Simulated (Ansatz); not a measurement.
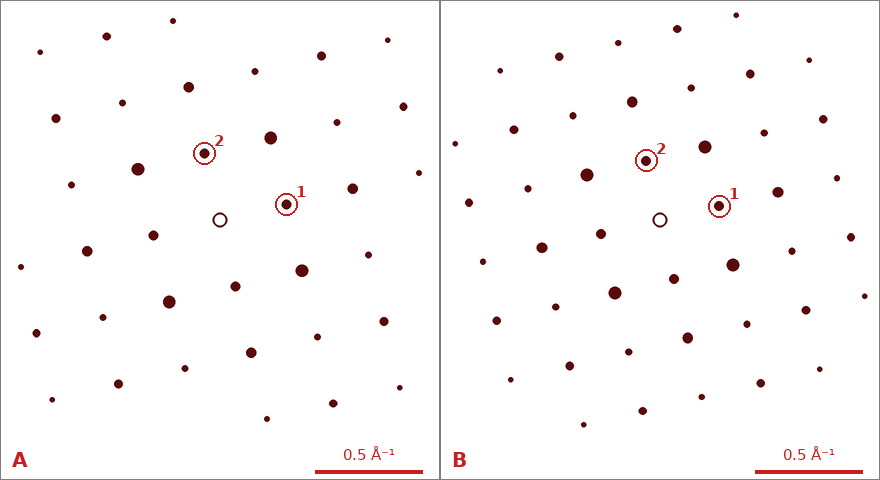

Kinematic electron diffraction patterns (200 kV, B = 0.5 Å², same scale) along [001] of the run's own cell, for the start and the end of one relaxation of CsAs2 with DFT, PAW plane waves, lda (Ansatz). k mesh 8×8×4. The start is a generated model structure, and the relaxation ends in the nearest stationary point of its symmetry, not necessarily the ground state. Spot 1 is -1 1 0 and spot 2 is -1 -1 0 in both.

Start structure:

```yaml
crystal:
  lattice:
    - [4.43778, 0.00000, 0.00000]
    - [0.00000, 4.43778, 0.00000]
    - [0.00000, 0.00000, 9.08916]
  atoms:
    - { symbol: As, position: [0.00000, 0.50000, 0.33000] }
    - { symbol: As, position: [0.50000, 0.00000, 0.67000] }
    - { symbol: As, position: [0.00000, 0.00000, 0.00000] }
    - { symbol: As, position: [0.50000, 0.50000, 0.00000] }
    - { symbol: Cs, position: [0.00000, 0.50000, 0.73500] }
    - { symbol: Cs, position: [0.50000, 0.00000, 0.26500] }
```

Which pattern belongs to the start structure, and which to the relaxed one?

A is the start: its cell gives d(1) = 3.138 Å, d(2) = 3.138 Å and an angle of 90.0°. B is the relaxed structure, with d(1) = 3.528 Å (+12.4 %), d(2) = 3.528 Å (+12.4 %) and 90.0°.

Summarise the relaxation behind the change.

The volume changed by +1.2 % to 30.20 Å³ an atom; with the mean shift removed, the atoms moved by up to 1.52 Å relative to the cell (As most); the space group stayed P4/nmm (No. 129); the free energy fell by 1100 meV an atom. Relaxed cell: a = 4.989 Å, b = 4.989 Å, c = 7.281 Å, α = 90.00°, β = 90.00°, γ = 90.00°.
